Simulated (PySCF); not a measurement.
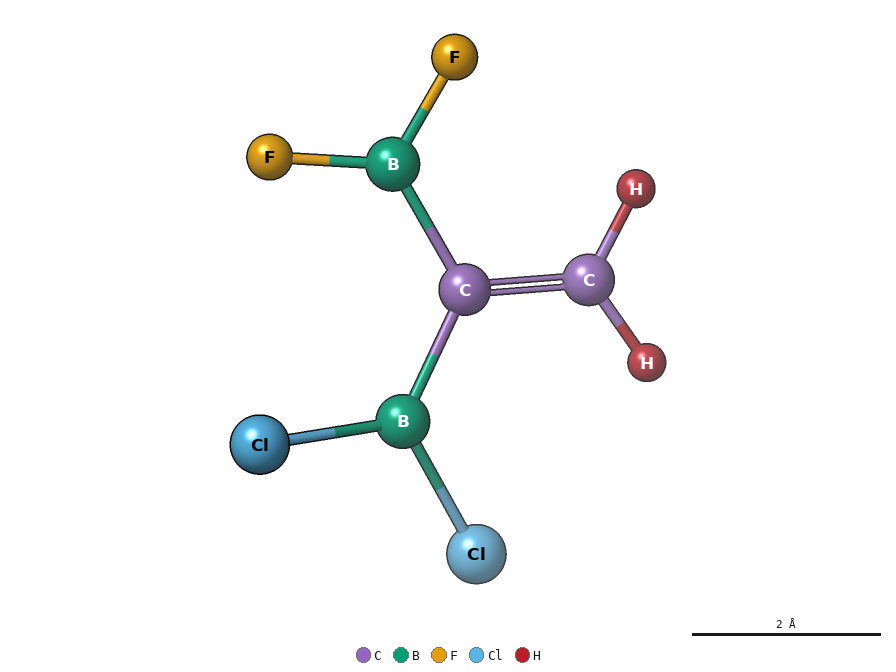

Depth is shown by fading: the farther an atom, the more it takes the colour of the background. The computed structure is the end point of a PBE0-D3(BJ)/def2-SVP optimisation. No frequency run is at hand to confirm it as a minimum. Masses are those of the most abundant isotopes; constants are for the rigid equilibrium geometry.

> What kind of rotor is it, and what are its rotational constants in cm⁻¹?

An asymmetric top (C1): A = 0.0670, B = 0.0310, C = 0.0218 cm⁻¹. Ray's parameter κ is −0.59, nearer the prolate limit.
